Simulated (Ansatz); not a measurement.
# Run report: BH₃NF₃, molecular dynamics (part 2 of 2)

BH₃NF₃ (disordered cell, 32 atoms in the cell); DFT PBE-D3(BJ), scalar-relativistic, plane waves, PAW, no spin polarisation (Ansatz 0.2.0); cutoff 420 eV, 1×1×1 k-mesh, Fermi–Dirac smearing of 0.02 eV. It belongs to a series of runs on one base structure; here: dynamics from the start.

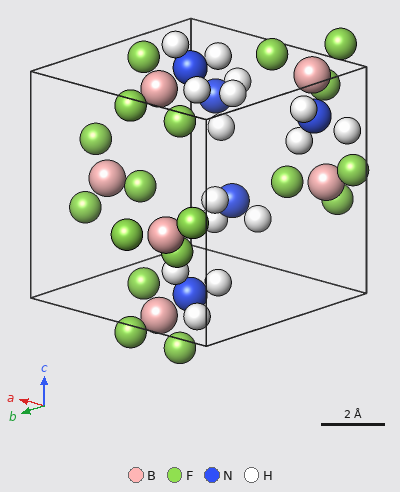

Fig. 1: The geometry at step 150 of the log (spheres-only view of the cell of the calculation, seen at an oblique angle).

```
SCF converged after 8 iterations
Free energy (F): -12069.420234 eV
Harris-Foulkes:  -12069.420234 eV  (|F-HF|=2.84e-9)
Internal energy: -12069.420234 eV  (E = F + TS)
E sigma→0 (E₀):  -12069.420234 eV
Fermi energy:    0.624704 eV
--- Per-component energies (eV) ---
  E_band       = -1386.642637
  E_kinetic    = 3358.318294
  E_local      = -13437.278540  (includes V_loc(G=0)·N_el)
  E_nonlocal   = 1127.901109
  E_hartree    = 5132.854792
  E_xc         = -1422.103365
  E_vxc        = -1807.690877  (∫ρ·V_xc dr)
  E_paw        = -3240.886941  (= ΣΔE_a)
  E_vpaw       = -893.612151  (= ΣTr[D̂ρ^β])
  E_aug_tail   = 0.009979  (compensation charges beyond the density's cutoff)
  E_ewald      = -3587.131165
  E_disp       = -1.104397  (pairwise vdW)
  E_smearing   = -0.000000  (= −TS)
  E_closure    = -0.000000  (closes the sum)
  Σ components = -12069.420234   (vs F -12069.420234, Δ=0.00e0)
--- Forces (eV/Å), atoms counted from 1 ---
  atom   1  B      1.30328271     0.07599874     0.97446133
  atom   2  F     -0.75287180     0.96160139     0.16587230
  atom   3  F     -0.22099279    -0.36193377     0.09976707
  atom   4  F      0.07704181     0.47051295    -0.81729240
  atom   5  B     -0.63765827     0.01409907    -1.60997565
  atom   6  F      0.09941665     0.20671431     0.32003056
  atom   7  F      1.62396907     0.47044370     1.25989277
  atom   8  F     -1.12103293    -0.21240177     0.19843622
  atom   9  B     -0.40995494    -0.04067183    -1.27903022
  atom  10  F      0.58973919    -0.11941694     0.59785096
  atom  11  F      0.00316956    -0.26709744     1.12255073
  atom  12  F     -0.29604779     0.39098455    -0.49289966
  atom  13  B     -1.25853195    -2.03781280    -0.23775985
  atom  14  F      0.12647219    -0.50302157     0.04123465
  atom  15  F     -0.13495613     1.74525039     0.94510498
  atom  16  F      1.29734575     0.79318127    -0.72055996
  atom  17  N      0.32724697     1.13185255     2.61607521
  atom  18  H     -0.81317988    -1.56531524    -1.27394670
  atom  19  H      1.40855274    -0.26841804    -0.88597657
  atom  20  H     -1.01290907     0.72033709    -0.59083051
  atom  21  N     -0.97191528    -1.60514381     0.23355378
  atom  22  H      0.07657167     0.64314041     0.70020612
  atom  23  H      1.09614161     0.72718233    -0.62929222
  atom  24  H     -0.68220719    -0.83130390    -0.33308347
  atom  25  N     -0.97641716     0.06250098    -0.25843181
  atom  26  H      0.00824725     0.59329907     0.25777404
  atom  27  H      0.45177591    -0.36686574     0.11430655
  atom  28  H      0.78020860    -1.00044100    -0.45459662
  atom  29  N     -1.04016288     0.40910444    -0.21065753
  atom  30  H      0.08868730     0.20263782    -0.13216389
  atom  31  H      0.55250809    -0.52898125     0.91444509
  atom  32  H      0.41840530     0.08996677    -0.63505577
  max |Σ_I F_I| component: 5.57e-5 eV/Å
--- MD trajectory: 300 steps, t = 0.0 → 225.0 fs ---
  final state: T = 337.2 K   F+E_penalty+E_count = -12069.42023387 eV   E_kin = 1.394683 eV
```

Trajectory as extended XYZ (Å, eV, eV/Å), 7 of the 301 frames kept, from step=0 to step=300
```
32
Lattice="7.6289 0.0000 0.0000 0.0000 7.6289 0.0000 0.0000 0.0000 7.6289" Properties=species:S:1:pos:R:3:forces:R:3 step=0 time_fs=0.0 energy=-12070.73890 temperature=484.4
B     1.2915    0.9271   -0.2479   -0.0073   0.1960  -0.0235
F     1.9379   -0.1133   -0.9219    0.0010  -0.0248   0.0068
F     2.2389    1.8392    0.3126   -0.0748  -0.0886  -0.0480
F     0.4383    0.4500    0.7489    0.1140   0.0644  -0.0162
B     4.6182    4.9064    7.2723    0.0174   0.0213  -0.0265
F     4.9288    6.2719    7.2720    0.0140  -0.2683  -0.0267
F     5.5198    4.1567    8.0426   -0.1232   0.1009  -0.1602
F     4.4654    4.3809    5.9877    0.0429   0.0978   0.1496
B     7.3370    4.3881    3.6227   -0.4826   0.4549  -0.0495
F     6.0330    4.3287    3.3698    0.6382  -0.0587   0.0935
F     8.2283    4.3604    2.6397   -0.0982  -0.2034   0.0317
F     7.7652    4.5409    4.8750   -0.0464  -0.2276  -0.1259
B     1.9428    0.0443    3.2667   -0.0589   0.1051   0.0228
F     2.2543    1.2954    3.5918   -0.0460  -0.0615  -0.0318
F     2.8051   -0.6894    2.5793    0.0168  -0.0226  -0.0004
F     0.8003   -0.4724    3.6796    0.0057  -0.0136  -0.0203
N     5.3119    1.3365    2.0167   -0.1810  -0.1519  -0.1870
H     5.8385    2.0842    1.5571   -0.0937  -0.0505   0.0323
H     5.3845    0.5208    1.3908    0.0069   0.2334   0.1847
H     4.3268    1.6291    1.9694    0.2938  -0.0717  -0.0247
N     0.4474    1.7677    6.3061    0.1310  -0.0075   0.1497
H     0.0457    2.6060    6.7389   -0.0258   0.0079  -0.0033
H     1.0789    2.0936    5.5661   -0.0557  -0.0100   0.0594
H    -0.3862    1.2590    5.8091   -0.0725  -0.0397  -0.0839
N     3.1449    4.7762    0.3520   -0.1418   0.0845   0.0040
H     2.8068    3.7986    0.3472    0.0492   0.1480   0.0369
H     3.1590    5.1178    1.3221    0.0138  -0.1230  -0.1436
H     2.4602    5.3683   -0.1466    0.1939  -0.0920   0.0727
N     5.8790    0.7039    4.9940   -0.0695   0.0049  -0.0576
H     5.0658    1.1519    5.4242    0.0048   0.0029   0.0177
H     5.7815    0.8639    3.9694    0.0258  -0.0262   0.1483
H     5.7540   -0.2956    5.1728    0.0081   0.0196   0.0189
32
Lattice="7.6289 0.0000 0.0000 0.0000 7.6289 0.0000 0.0000 0.0000 7.6289" Properties=species:S:1:pos:R:3:forces:R:3 step=50 time_fs=37.5 energy=-12069.54027 temperature=325.5
B     1.3205    0.9020   -0.2959    0.8682   0.0081  -1.3660
F     1.9108   -0.2043   -1.0254   -0.1986   1.1826   0.7679
F     2.2028    1.8710    0.2471    0.8864  -0.5345   0.3604
F     0.5000    0.4301    0.6895   -0.4786  -0.2134   0.3740
B     4.6468    4.9791    7.1739    0.3939  -0.4342   0.4464
F     4.9414    6.3530    7.1390   -0.2503  -0.9306   0.3340
F     5.6795    4.2083    7.8667   -1.3090   0.9671  -0.3378
F     4.4056    4.3974    5.9547    0.1650   0.1421  -0.5440
B     7.3364    4.4269    3.5210    1.4605  -0.4869   0.4226
F     6.0507    4.3679    3.4499   -1.0331   0.2064   0.0027
F     8.1124    4.3465    2.4569    0.0284   0.1470  -0.6577
F     8.0001    4.4312    4.6863   -0.4509   0.1051   0.1460
B     1.8589    0.0316    3.2692    0.3787  -0.4494   0.9537
F     2.3353    1.2253    3.6398   -0.1601  -0.2274  -0.5600
F     2.6331   -0.8170    2.5740   -0.5928   0.5998   0.1702
F     0.7354   -0.3835    3.8574    0.2494   0.0648  -0.7291
N     5.3569    1.2062    1.9331    0.9432   2.1092  -1.5435
H     5.4301    2.0879    1.2929    0.5664  -1.8371   1.0290
H     5.3930    0.3955    1.3037   -0.1167   0.2220   0.0124
H     4.4024    1.3529    2.1765   -1.3470  -0.4681   0.5856
N     0.5486    1.8353    6.2863   -1.2553   0.3122   0.3494
H     0.2607    2.6999    6.7951   -0.0131  -0.6272  -0.3719
H     0.9993    2.1689    5.4382    0.7523  -0.1352   0.0446
H    -0.3555    1.3967    5.8969   -0.3804   0.2032   0.1252
N     3.1446    4.6894    0.2912    2.6136  -3.0271  -0.5333
H     3.2990    3.6612    0.6061   -0.8997   1.7137  -0.7817
H     2.9010    5.1813    1.0919   -0.4351   1.5456   2.1081
H     2.3734    4.7574   -0.3523   -0.3382  -0.0828  -0.5696
N     5.7983    0.8320    5.3200   -0.9773   0.1671   1.6126
H     4.8728    1.2588    5.5251    0.6537   0.3041  -0.5595
H     5.7931    0.5189    4.3672   -0.1012  -0.2257  -0.8286
H     5.6999    0.0276    5.9532    0.3776  -0.3204  -0.4621
32
Lattice="7.6289 0.0000 0.0000 0.0000 7.6289 0.0000 0.0000 0.0000 7.6289" Properties=species:S:1:pos:R:3:forces:R:3 step=100 time_fs=75.0 energy=-12069.41527 temperature=342.2
B     1.3590    0.9111   -0.3624    0.4120   1.5771   0.3576
F     1.9623   -0.1132   -1.0280    0.0444  -0.9520  -0.5573
F     2.4156    1.7613    0.1511   -0.4177  -0.0505   0.1899
F     0.4819    0.5148    0.6416    0.1448   0.0074  -0.0141
B     4.6156    4.9478    7.0031   -0.6253   0.0857  -0.0236
F     4.7593    6.3558    7.0422   -0.5010  -0.6729  -0.5617
F     5.6563    4.4000    7.6604    1.0893  -0.8592   0.8480
F     4.4456    4.2896    5.7651   -0.4957   0.9239   0.7319
B     7.3835    4.3918    3.4517   -1.7597  -0.0932   0.7361
F     6.0195    4.3680    3.4647    1.6989   0.0689  -0.3705
F     8.0816    4.3173    2.3469    0.0487   0.0132  -0.3542
F     8.0024    4.4198    4.6313    0.0345  -0.0182  -0.1818
B     1.8697   -0.0839    3.3917   -1.1551   0.3318  -0.3804
F     2.4768    1.0862    3.4242   -0.4089   0.5299   0.9365
F     2.4007   -0.9383    2.5668    0.6299  -1.3911  -0.5622
F     0.6986   -0.3964    3.9617    0.7957   0.5428   0.0057
N     5.2404    1.1123    2.0305    0.3929   1.4717   1.8322
H     5.2135    2.1583    2.0823   -0.8143  -1.0121   0.4113
H     5.6273    1.0297    1.1455    1.4647  -0.8051  -2.2951
H     4.3447    0.6732    1.9252   -0.9206   0.3930   0.1470
N     0.5484    1.8322    6.2225   -0.4368  -0.7466  -0.7809
H     0.2473    2.7258    6.5525    0.2444   1.1766   0.7919
H     1.0592    2.0198    5.3359   -0.3612  -0.3055   0.6433
H    -0.4830    1.4352    6.0195    0.5792  -0.6796  -0.3932
N     3.2427    4.7168    0.3795   -0.2867  -2.1893  -4.0201
H     3.1724    3.7733    0.7467    0.3305  -0.3621   0.5859
H     3.2665    5.4269    1.0259   -0.1987   1.9713   2.3146
H     2.3715    4.7711   -0.1863    0.5315   0.5378   0.3307
N     5.7273    0.8519    5.5922   -0.9965   1.1703  -0.8193
H     5.0048    1.6112    5.6477    0.5995  -0.6041   0.1609
H     5.7621    0.6785    4.5870    0.3749   0.2494  -0.5431
H     5.2531    0.0080    5.8908   -0.0376  -0.3091   0.8340
32
Lattice="7.6289 0.0000 0.0000 0.0000 7.6289 0.0000 0.0000 0.0000 7.6289" Properties=species:S:1:pos:R:3:forces:R:3 step=150 time_fs=112.5 energy=-12069.36171 temperature=415.2
B     1.4631    0.9823   -0.3582   -0.3037  -0.4074   1.1462
F     1.9544   -0.1252   -1.0371    0.3772   0.2768  -0.4992
F     2.5018    1.7570    0.2988   -0.3140   0.0413  -0.9629
F     0.6984    0.4632    0.7304   -0.5078   0.5489  -0.3403
B     4.5305    4.9104    7.0649    0.7185  -0.2922   0.1069
F     4.4992    6.3004    6.8360    1.0935  -0.0084   0.0681
F     5.6941    4.3706    7.7694   -1.2730   0.8313  -1.0581
F     4.2288    4.2495    5.8838    0.3633  -0.3369   0.0370
B     7.3622    4.2794    3.3045    0.3944   0.1438  -0.0617
F     6.0684    4.1220    3.2786   -0.7347  -0.0710  -0.4092
F     8.0955    4.5191    2.2287   -0.2379  -0.1457  -0.0204
F     7.9565    4.1739    4.4801    0.4690   0.0289   0.3537
B     1.8771   -0.1422    3.3105    0.1801   2.5377  -0.5308
F     2.4406    1.1022    3.4933    0.5647  -1.5840  -0.6122
F     2.2493   -1.0780    2.4534    0.5296   0.3784   0.6768
F     0.7488   -0.1790    3.9493   -1.3283  -1.2076   0.5933
N     5.1840    0.7119    2.1832   -2.7463   1.5461   0.9808
H     5.0137    1.7207    2.4771    0.3392  -1.1764  -0.0673
H     5.8390    0.8483    1.4480    0.8455  -0.2513  -1.1882
H     4.2246    0.5494    1.7381    1.6743  -0.0422   0.2903
N     0.5583    1.8851    6.2914   -0.8504  -1.3255   0.4857
H     0.2512    2.7151    6.7829    0.1095   0.6950  -0.0356
H     1.0005    2.1061    5.4119    0.5762   0.4928  -0.1896
H    -0.4958    1.4555    5.9247    0.5948  -0.1243   0.8720
N     3.2922    4.7869    0.3844   -1.4026  -1.3656   0.4567
H     2.9981    3.7813    0.6051    0.2595   1.3298  -0.3404
H     3.4652    5.2984    1.2472    0.0548  -0.1070   0.3417
H     2.5158    5.3111   -0.0747    0.2904  -0.5015   0.2807
N     5.7772    0.8554    5.6150   -2.0787  -0.8257  -0.2384
H     4.8007    1.1012    5.9654    1.4780   0.3167  -0.0304
H     5.5732    0.8150    4.6013    0.4402   0.0299  -0.0339
H     5.7486   -0.1564    5.8756    0.4248   0.5752  -0.0713
32
Lattice="7.6289 0.0000 0.0000 0.0000 7.6289 0.0000 0.0000 0.0000 7.6289" Properties=species:S:1:pos:R:3:forces:R:3 step=200 time_fs=150.0 energy=-12069.14982 temperature=317.7
B     1.4567    0.9334   -0.2761    0.6036  -0.0453   0.2264
F     1.9901   -0.1066   -1.0541   -0.3873   0.4056   0.4664
F     2.5310    1.7459    0.2474   -0.2655  -0.5046   0.3012
F     0.5511    0.4820    0.7093    0.5825  -0.2741   0.5238
B     4.4494    4.8868    7.0843    1.0827  -1.2518  -1.4105
F     4.5467    6.1529    6.5139   -0.3160  -0.2750   0.7768
F     5.7084    4.5296    7.7409   -1.6373   0.3182  -0.4589
F     4.1015    3.9514    6.0778    0.3551   0.1523   0.3441
B     7.2913    4.2464    3.1315    0.7567   0.0739   1.2690
F     6.0125    4.1449    3.0508   -1.6228  -0.3078   0.0735
F     7.9951    4.6332    2.1221    0.9234   0.3579  -1.5711
F     7.9438    3.9889    4.2633   -0.1129  -0.2054   0.2312
B     1.7641    0.0132    3.2677   -0.0864  -0.4812   0.5971
F     2.5035    1.1222    3.3823   -1.0586  -0.3955   0.1720
F     2.2543   -0.9702    2.5024   -0.3711   0.3492   0.3697
F     0.6233   -0.2136    3.9903    1.4426   0.5854  -1.1284
N     5.1294    0.5105    2.1944   -1.8964  -1.0080  -1.2346
H     5.3625    1.4472    2.3377   -0.6333   2.9279   1.0443
H     6.0370    0.3822    1.8020    0.9928  -1.6497  -1.2844
H     4.3997    0.5728    1.3935    1.6546  -0.2493   1.3685
N     0.5896    1.9245    6.5596   -0.0478   0.8957  -2.1656
H     0.4424    2.7680    7.1378   -0.2486  -0.2938  -0.3259
H     1.0795    2.2597    5.6654   -0.9417  -0.4986   1.3534
H    -0.3721    1.4838    6.2976    0.2415   0.4392  -0.3283
N     3.2396    4.7622    0.5004   -0.1760   1.5960   0.7071
H     2.8326    3.8241    0.6015    0.0492  -0.0546  -0.3415
H     3.6967    4.9813    1.3847   -0.1076  -0.0059   0.5931
H     2.4929    5.5090    0.4116    0.7610  -0.9982  -0.2229
N     5.6747    0.8609    5.5714   -0.1998   0.6144   0.8500
H     4.8249    1.1374    6.0849    0.1091   1.2171  -0.4945
H     5.4651    0.8446    4.5840   -0.2709   0.7232  -0.7179
H     5.4611   -0.0881    5.7494    0.8255  -2.1572   0.4166
32
Lattice="7.6289 0.0000 0.0000 0.0000 7.6289 0.0000 0.0000 0.0000 7.6289" Properties=species:S:1:pos:R:3:forces:R:3 step=250 time_fs=187.5 energy=-12069.56392 temperature=409.2
B     1.3862    0.9641   -0.1646    0.4190   0.4570   0.2061
F     1.8400   -0.0971   -0.9721    0.1350   0.5653   0.6269
F     2.4930    1.7190    0.4878   -1.3227  -0.7145  -1.0932
F     0.5260    0.5018    0.8546    0.2555   0.2538  -0.2581
B     4.3625    4.6708    7.0132    1.8389   0.4457  -0.4358
F     4.2623    5.9529    6.3978    0.1303  -0.8236  -0.0009
F     5.7005    4.5326    7.5694   -1.1140  -0.3281  -0.7266
F     3.9738    3.6108    6.1572    0.3776   0.7035   0.5401
B     7.2784    4.3168    3.0410    0.1235  -0.2394  -0.8566
F     5.9577    4.3324    2.9895    0.1874   0.1216   0.1391
F     8.0261    4.6451    1.9917   -0.3878   0.1380  -0.0628
F     7.9275    3.8387    4.0802   -0.0140  -0.0866   0.7400
B     1.7343   -0.0076    3.3445   -0.9474  -1.1484  -0.4563
F     2.3319    1.1727    3.4307   -0.2698  -0.5147   0.2035
F     2.2358   -1.0009    2.5510   -0.4474   1.2642   1.2546
F     0.5552   -0.2556    4.0167    1.7418   0.3664  -0.9721
N     5.2775    0.2053    2.0133   -2.5423   1.1577  -1.4495
H     5.3841    1.2020    2.3398    0.3864  -1.2058  -0.5667
H     6.1077   -0.1383    1.5447    0.5485   0.3797   0.0280
H     4.5574    0.3222    1.1850    1.5010  -0.3150   1.9616
N     0.4948    1.8820    6.4504    0.5024  -0.1144  -0.8909
H    -0.0526    2.6717    6.8404    0.5082  -0.2064  -0.0009
H     1.0228    2.2381    5.5924   -0.6382  -0.4239   1.4711
H    -0.3172    1.2586    6.0260    0.3124   0.8856   0.1976
N     3.3701    4.7313    0.5909   -1.4912  -0.4595  -0.2354
H     2.8466    3.8403    0.6533    0.2068  -0.0198   0.1584
H     3.7401    4.9544    1.5175    0.1143   0.2803  -0.0999
H     2.6781    5.4379    0.2811    0.1517   0.0121   0.6227
N     5.7289    0.9742    5.5723    0.1714  -0.4616  -2.6130
H     5.0212    1.4259    6.0810   -1.1963   1.0186   1.5230
H     5.2537    0.9301    4.6405    0.8637   0.3127   0.2595
H     5.6565    0.0038    5.7893   -0.1045  -1.3006   0.7865
32
Lattice="7.6289 0.0000 0.0000 0.0000 7.6289 0.0000 0.0000 0.0000 7.6289" Properties=species:S:1:pos:R:3:forces:R:3 step=300 time_fs=225.0 energy=-12069.42023 temperature=337.2
B     1.1862    0.9596   -0.1651    1.3033   0.0760   0.9745
F     1.7525   -0.1456   -0.8409   -0.7529   0.9616   0.1659
F     2.2407    1.7915    0.3592   -0.2210  -0.3619   0.0998
F     0.3864    0.5043    0.9253    0.0770   0.4705  -0.8173
B     4.2117    4.6541    6.9909   -0.6377   0.0141  -1.6100
F     3.9822    5.7878    6.2016    0.0994   0.2067   0.3200
F     5.4935    4.4914    7.3745    1.6240   0.4704   1.2599
F     3.9492    3.5081    6.2132   -1.1210  -0.2124   0.1984
B     7.3558    4.2597    3.0633   -0.4100  -0.0407  -1.2790
F     6.0245    4.2915    3.0147    0.5897  -0.1194   0.5979
F     7.9696    4.5748    1.8977    0.0032  -0.2671   1.1226
F     8.0325    3.8103    4.1211   -0.2960   0.3910  -0.4929
B     1.6501    0.0134    3.3587   -1.2585  -2.0378  -0.2378
F     2.0853    1.2574    3.3807    0.1265  -0.5030   0.0412
F     2.1867   -1.0170    2.6202   -0.1350   1.7452   0.9451
F     0.5440   -0.3684    4.0710    1.2973   0.7932  -0.7206
N     5.2225   -0.1592    2.0159    0.3272   1.1319   2.6161
H     5.3453    0.7670    2.5407   -0.8132  -1.5653  -1.2739
H     6.0609   -0.2728    1.5127    1.4086  -0.2684  -0.8860
H     4.4716   -0.2113    1.3703   -1.0129   0.7203  -0.5908
N     0.4360    2.0088    6.5031   -0.9719  -1.6051   0.2336
H    -0.1308    2.7192    6.9447    0.0766   0.6431   0.7002
H     1.0543    2.4344    5.8532    1.0961   0.7272  -0.6293
H    -0.2902    1.5451    5.9352   -0.6822  -0.8313  -0.3331
N     3.2078    4.7688    0.6510   -0.9764   0.0625  -0.2584
H     2.8214    3.8055    0.7732    0.0082   0.5933   0.2578
H     3.6454    5.0974    1.5165    0.4518  -0.3669   0.1143
H     2.4129    5.4645    0.5601    0.7802  -1.0004  -0.4546
N     5.5262    0.8349    5.7250   -1.0402   0.4091  -0.2107
H     5.1199    1.5137    6.3844    0.0887   0.2026  -0.1322
H     5.0136    1.0891    4.8407    0.5525  -0.5290   0.9144
H     5.0808   -0.0353    6.0776    0.4184   0.0900  -0.6351
```

Results in brief

```json
{"quantity": "outcome", "value": "finished"}
{"quantity": "mean temperature over the second half", "value": "389 K"}
{"quantity": "trajectory", "value": "300 steps, 225 fs"}
{"quantity": "ensemble", "value": "nvt_langevin"}
{"quantity": "temperature in the input", "value": "500.0 K"}
{"quantity": "time step", "value": "0.75 fs"}
{"quantity": "electrons treated", "value": "128"}
{"quantity": "potential energy (free energy of the electrons) (last step)", "value": "−12069.4202 eV"}
{"quantity": "Fermi energy (last step)", "value": "0.625 eV"}
{"quantity": "largest force (length of the vector) (last step)", "value": "2.869 eV/Å"}
{"quantity": "wall time", "value": "10 min"}
{"quantity": "peak memory", "value": "0.57 GiB"}
```

Notes

The k-point mesh is coarse for a cell of this size, so the results may not be converged. So short a trajectory is not equilibrated. The logged temperature at the start can lie below the typed one, since it is counted over all degrees of freedom.
